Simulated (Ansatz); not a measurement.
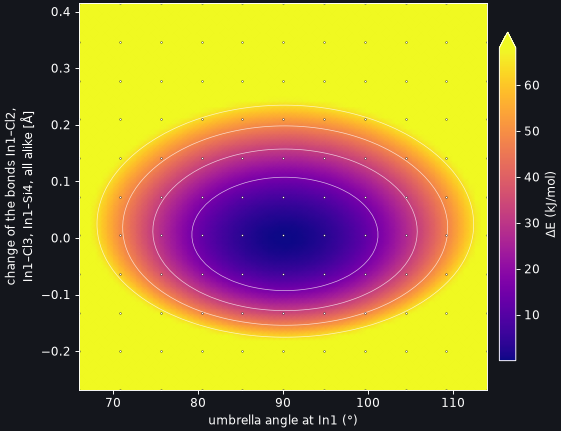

InCl2(SiH3). Coordinates scanned: (1) umbrella angle at In1 (between each of its bonds and their common axis; 90 is planar); (2) change of the bonds In1–Cl2, In1–Cl3, In1–Si4, all alike. Nothing is relaxed (all other coordinates rigid). Grid: 11 × 11 points. Points are written as (first, second). Energies: kJ/mol, counted from the relaxed molecule at the same level. Level of theory: Ansatz, RKS B3LYP-D4/def2-SVP.

The picture shows a smooth colour map with a few white contour lines, dots at the grid points, one colour for all values above the top of the scale. Between grid points the surface is interpolated.

Where is the minimum, and how stiff is the well along each coordinate?

Answer. The interpolated minimum is at the first coordinate ≈ 90.2°, the second coordinate ≈ 0.000 Å. The curvatures there are about 9.2 eV/rad² and 33 eV/Å², with a cross term of about 0 eV/(rad·Å). Round the minimum the two coordinates are nearly uncoupled. (1 eV is 96.5 kJ/mol.)
